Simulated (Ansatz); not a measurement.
# ScCd (Pm-3m): Grüneisen parameters, part 2 of 2

Aim: how the phonons of ScCd (Pm-3m) shift with volume, and the thermal expansion that follows.

Ansatz 0.2.0; DFT PBEsol, scalar-relativistic, plane waves, PAW; PAW set soft_1.

So far, highest frequency on the path or at a solved wavevector (cm⁻¹): step 2 (phonons on a q mesh) 220; step 4 (phonons at the other volume, volume ratio 0.97) 232.

## Step 5: Relaxing at another volume, volume ratio 1.03

The volume is scaled by 1.03 and held; symmetry leaves nothing to relax, so this is a single point. The modes can then be followed against volume.

Contents of input.yaml:

```yaml
crystal:
  lattice:
    - [3.5198950757, 0.0, 0.0]
    - [0.0, 3.5198950757, 0.0]
    - [0.0, 0.0, 3.5198950757]
  atoms:
    - { symbol: Sc, position: [0.5, 0.5, 0.5] }
    - { symbol: Cd, position: [0.0, 0.0, 0.0] }
kpoints:
  mp_grid: { grid: [12, 12, 12] }
hamiltonian:
  xc: pbesol
  pseudopotentials: { kind: paw, azcp: { folder: soft_1 }, xc_functional: pbe }
scf:
  occupations: { method: methfessel_paxton, width: 0.2 }
output:
  forces: true
  stress: true
  eigenvalues: true
```

Run with:

```sh
ansatz run input.yaml --threads 4 --pin off --max-ram 10240MiB --backend cpu --events-out ev --progress --plain --runs-dir out
```

Numbers of over 12 decimals in the logs are rounded to 6 here.

The log of the run:

```text
[...]
Crystal: 2 atoms, lattice volume = 43.610 Å³
Basis set: ecut = 420 eV, 847 PW (Γ), exchange–correlation on 48×48×48 points (8 copies of the dense FFT grid, shifted against one another)
Bands: 20, of which v1, the nominal top of the filled ones, is band 16 counted from 1 (15 counted from 0)
Symmetry: 48 space group operations
[...]
k-points: 84 of 1728
[...]
--- Band table (eV; the first three rows and the last of 84) ---
  k-point 0: bands = [... 12 lower, 4.0672, 5.0614, 12.5767, 12.5767, 14.8457, 14.8457, 14.8457, 17.3546]
  k-point 1: bands = [... 12 lower, 4.0697, 5.1586, 12.5381, 12.5770, 14.6711, 14.6711, 14.8400, 16.8858]
  k-point 2: bands = [... 12 lower, 4.0767, 5.4515, 12.3302, 12.5778, 14.3021, 14.3021, 14.8242, 16.0378]
  k-point 83: bands = [... 12 lower, 4.3607, 10.9024, 10.9024, 10.9024, 13.6468, 15.4622, 15.4622, 16.9561]
[key lines of the parts left out:]
SCF converged after 8 iterations
Free energy (F): -10296.152827 eV
Fermi energy:    12.415679 eV
P = ⅓ Tr σ = -2.1059 GPa (-21.059 kbar)
```

Wall time 1.1 s (4 threads of Arm Neoverse V1, shared host); peak memory 0.37 GiB; 3.8 s of CPU time.

This step gave:

| Property | Result |
| --- | --- |
| pressure | -2.106 GPa |
| volume per atom | 21.81 Å³ |

The run ends at a pressure of -2.11 GPa.

## Step 6: Phonons at the other volume, volume ratio 1.03

The phonons are repeated at this volume on the same k and q meshes.

Edit input.yaml of step 5 so:

```diff
@@ -16,4 +16,11 @@
 output:
-  forces: true
-  stress: true
   eigenvalues: true
+phonons:
+  method: dfpt
+  qmesh: [4, 4, 4]
+  temperatures: { t_max: 1000, t_step: 50 }
+  qpath:
+    path:
+      - [[0.0, 0.0, 0.0], [0.0, 0.5, 0.0], [0.5, 0.5, 0.0], [0.0, 0.0, 0.0], [0.5, 0.5, 0.5], [0.0, 0.5, 0.0]]
+      - [[0.5, 0.5, 0.5], [0.5, 0.5, 0.0]]
+    npoints: 10
```

The log of the run:

```text
[...]
Crystal: 2 atoms, lattice volume = 43.610 Å³
Basis set: ecut = 420 eV, 847 PW (Γ), exchange–correlation on 48×48×48 points (8 copies of the dense FFT grid, shifted against one another)
Bands: 20, of which v1, the nominal top of the filled ones, is band 16 counted from 1 (15 counted from 0)
Symmetry: 48 space group operations
k-points: 84 of 1728
[...]
k-point 83: bands = [... 12 lower, 4.3607, 10.9024, 10.9024, 10.9024, 13.6468, 15.4622, 15.4622, 16.9561]
[...]
ASR residual: 2.810e-5 → 0.000e0 eV/Å²; symmetrization residual: 7.039e-6 eV/Å²
  ASR residual per site (eV/Å²): 1.81e-5 2.81e-5
  Γ frequencies (cm⁻¹): 0.00 0.00 0.00 166.96 166.96 166.96
--- Phonons (arbitrary-q DFPT): 10 irreducible q on the 4×4×4 mesh ---
[...]
interpolated dispersion: 62 rows × 6 modes
[...]
[key lines of the parts left out:]
SCF converged after 11 iterations
Free energy (F): -10296.152827 eV
Fermi energy:    12.415704 eV
```

It took 6.3 min on 4 threads; peak memory 2.2 GiB.

Numbers from this step:

- sum-rule residual before enforcement: 2.81e-5 eV/Å²
- highest frequency on the path or at a solved wavevector: 207.9 cm⁻¹
- mean frequency: 123.7 cm⁻¹
- Debye temperature (second moment): 251 K
- logarithmic mean frequency: 109.8 cm⁻¹
- highest optical mode at the zone centre (no LO-TO term): 167.0 cm⁻¹
- lowest optical zone-centre mode: 167.0 cm⁻¹
- lowest mode on the q mesh (acoustic modes at Γ apart): 32.87 cm⁻¹
- zero-point energy per atom: 23 meV
- heat capacity at 300 K: 24.09 J/(mol atoms K)
- vibrational entropy at 300 K: 41.37 J/(mol atoms K)
- edges of the widest gap between branches, on path and mesh: 96.2, 120.1 cm⁻¹

The highest optical mode at the zone centre (no LO-TO term) is 167.0 cm⁻¹, -9.5 cm⁻¹ against the base run.

## Step 7: Grüneisen parameters

The Grüneisen parameter of a mode is minus the logarithmic change of its frequency with volume, −d ln ω / d ln V; weighted by heat capacity it gives the expansion.

This step gave:

```yaml
bulk_modulus: 76.2 GPa
```

Phonon branches along the path, in cm⁻¹:

| point | branch 1 | branch 2 | branch 3 | branch 4 | branch 5 | branch 6 |
| --- | --- | --- | --- | --- | --- | --- |
| Γ | 0 | 0 | 0 | 176 | 176 | 176 |
| X | 97 | 97 | 97 | 166 | 166 | 201 |
| M | 31 | 31 | 98 | 126 | 220 | 220 |
| Γ | 0 | 0 | 0 | 176 | 176 | 176 |
| R | 91 | 91 | 91 | 192 | 192 | 192 |
| X | 97 | 97 | 97 | 166 | 166 | 201 |
| jump to R | 91 | 91 | 91 | 192 | 192 | 192 |
| M | 31 | 31 | 98 | 126 | 220 | 220 |

The same for volume x 0.97:

| point | branch 1 | branch 2 | branch 3 | branch 4 | branch 5 | branch 6 |
| --- | --- | --- | --- | --- | --- | --- |
| Γ | 0 | 0 | 0 | 186 | 186 | 186 |
| X | 102 | 102 | 102 | 173 | 173 | 212 |
| M | 28 | 28 | 103 | 131 | 232 | 232 |
| Γ | 0 | 0 | 0 | 186 | 186 | 186 |
| R | 96 | 96 | 96 | 203 | 203 | 203 |
| X | 102 | 102 | 102 | 173 | 173 | 212 |
| R | 96 | 96 | 96 | 203 | 203 | 203 |
| M | 28 | 28 | 103 | 131 | 232 | 232 |

The same for volume x 1.03:

| point | branch 1 | branch 2 | branch 3 | branch 4 | branch 5 | branch 6 |
| --- | --- | --- | --- | --- | --- | --- |
| Γ | 0 | 0 | 0 | 167 | 167 | 167 |
| X | 92 | 92 | 92 | 158 | 158 | 191 |
| M | 33 | 33 | 94 | 120 | 208 | 208 |
| Γ | 0 | 0 | 0 | 167 | 167 | 167 |
| R | 86 | 86 | 86 | 180 | 180 | 180 |
| X | 92 | 92 | 92 | 158 | 158 | 191 |
| R | 86 | 86 | 86 | 180 | 180 | 180 |
| M | 33 | 33 | 94 | 120 | 208 | 208 |

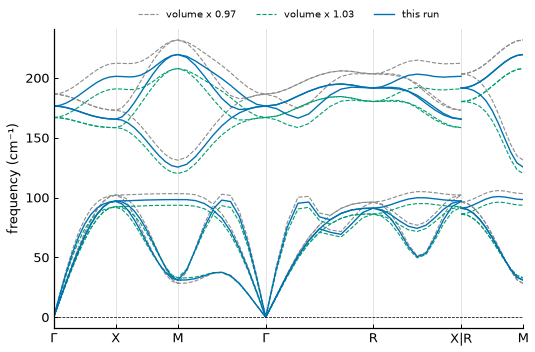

Phonon branches along the path; dashed: volume x 0.97 and volume x 1.03.

Mode Grueneisen parameter -dln(w)/dln(V), modes matched by rank; at Γ the acoustic branches take the value of a neighbouring point of the path. Mode grüneisen parameters along the path, in :

| point | branch 1 | branch 2 | branch 3 | branch 4 | branch 5 | branch 6 |
| --- | --- | --- | --- | --- | --- | --- |
| Γ | 1.25 | 1.25 | 1.67 | 1.84 | 1.84 | 1.84 |
| X | 1.72 | 1.66 | 1.66 | 1.46 | 1.46 | 1.77 |
| M | -2.57 | -2.57 | 1.64 | 1.49 | 1.81 | 1.81 |
| Γ | 0.17 | 1.21 | 1.65 | 1.84 | 1.84 | 1.84 |
| R | 1.83 | 1.83 | 1.83 | 2.01 | 2.01 | 2.01 |
| X | 1.72 | 1.66 | 1.66 | 1.46 | 1.46 | 1.77 |
| jump to R | 1.83 | 1.83 | 1.83 | 2.01 | 2.01 | 2.01 |
| M | -2.57 | -2.57 | 1.64 | 1.49 | 1.81 | 1.81 |

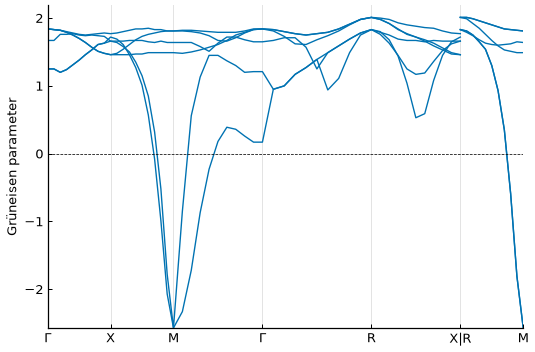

Mode grüneisen parameters along the path.

(dS/dlnV)/C_V. Thermodynamic Grueneisen parameter against temperature:

| temperature (K) | thermodynamic Grueneisen parameter |
| --- | --- |
| 50 | 1.23 |
| 100 | 1.39 |
| 150 | 1.43 |
| 200 | 1.45 |
| 250 | 1.46 |
| 300 | 1.46 |
| 350 | 1.46 |
| 400 | 1.46 |
| 450 | 1.47 |
| 500 | 1.47 |
| 550 | 1.47 |
| 600 | 1.47 |
| 650 | 1.47 |
| 700 | 1.47 |
| 750 | 1.47 |
| 800 | 1.47 |
| 850 | 1.47 |
| 900 | 1.47 |
| 950 | 1.47 |
| 1000 | 1.47 |

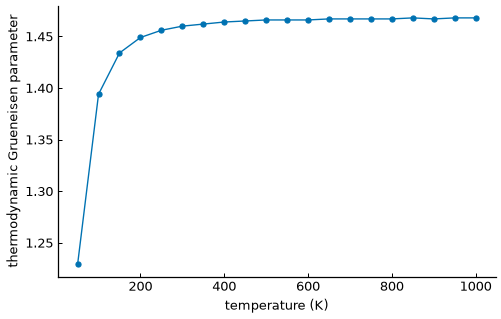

Thermodynamic Grueneisen parameter against temperature.

Gamma C_V/(B V) at the static volume. Volume expansion against temperature:

| temperature (K) | volume expansion (1e-6/K) |
| --- | --- |
| 50 | 13.1 |
| 100 | 26.4 |
| 150 | 31.8 |
| 200 | 34.2 |
| 250 | 35.4 |
| 300 | 36.1 |
| 350 | 36.5 |
| 400 | 36.8 |
| 450 | 37.0 |
| 500 | 37.1 |
| 550 | 37.2 |
| 600 | 37.3 |
| 650 | 37.4 |
| 700 | 37.4 |
| 750 | 37.4 |
| 800 | 37.5 |
| 850 | 37.5 |
| 900 | 37.5 |
| 950 | 37.5 |
| 1000 | 37.6 |

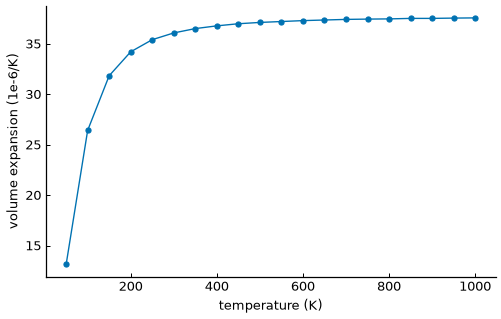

Volume expansion against temperature.

## Step 8: Summary of results

```json
{
  "bulk modulus": "76.2 GPa",
  "thermodynamic Grüneisen parameter at 300 K": "1.46",
  "volume expansion at 300 K, estimated": "36.07 × 10⁻⁶ K⁻¹"
}
```

What this shows: By this estimate the volume grows by 36.1 × 10⁻⁶ per kelvin at 300 K. The highest optical mode at Γ goes from 186 to 167 cm⁻¹ as the cell grows, a Grüneisen parameter of 1.84. Mode parameters on the path run from -2.6 to 2.0, with a median of 1.7. Modes with negative values stiffen as the cell grows and pull against the expansion. Branches are matched by rank, so values near crossings are rough. The expansion is the Grüneisen estimate at the static volume, with the static bulk modulus. With no gap, or one that is small against the smearing, the frequencies hang on the k mesh and the smearing, most of all near Kohn anomalies. The phonon runs are without spin polarisation, although the cell has an odd electron count. The PAW files were made for PBE and serve the other functionals too.

[Logs are printed without paths, hosts, clocks, repeated set-up lines and the standing remarks that a program may print on its own settings, such as how far it seeks lower states.]

[Hosts, paths, dates, database ids (printed as entryN), source tags and the programs' standing remarks are cut or masked in the printed files.]
